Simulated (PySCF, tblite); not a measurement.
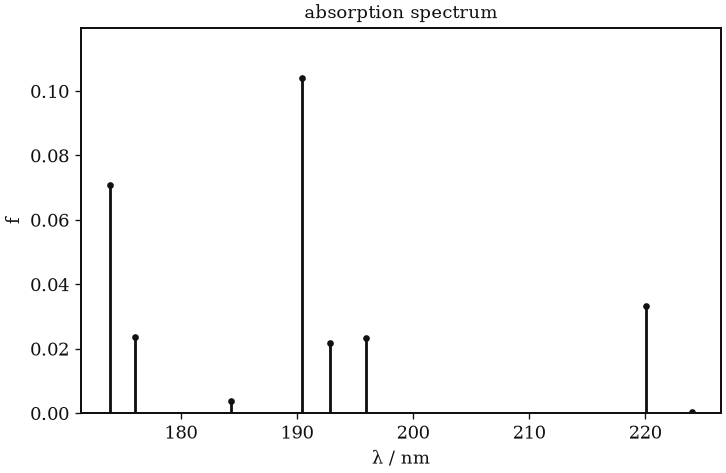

Vertical TDDFT excitations, CAM-B3LYP/def2-SVPD in PySCF 2.14.0, at a GFN2-xTB geometry (a minimum by its frequencies), gas phase. Only the first 8 singlet excitations are included.

Whose absorption spectrum is this?
A. C₄H₁₀SeSi, SMILES C=C(C)C[SiH2][SeH]
B. C₄H₇BCl₂S, SMILES CCS/C=C/B(Cl)Cl
C. C₃H₆BClS, SMILES CS/C=C\BCl

Option A. Its lowest singlet lies at 5.53 eV (f = 0.000) and the brightest of those computed is S5 at 6.51 eV (190 nm), f = 0.104, mainly HOMO−1 → LUMO (63 %).

Caveats: the tight-binding geometry is rougher than a DFT one and adds to the error; spin-orbit coupling is left out, and with Se it can shift these levels and split any degenerate set; one conformer of a flexible molecule; core orbitals are frozen in the response.
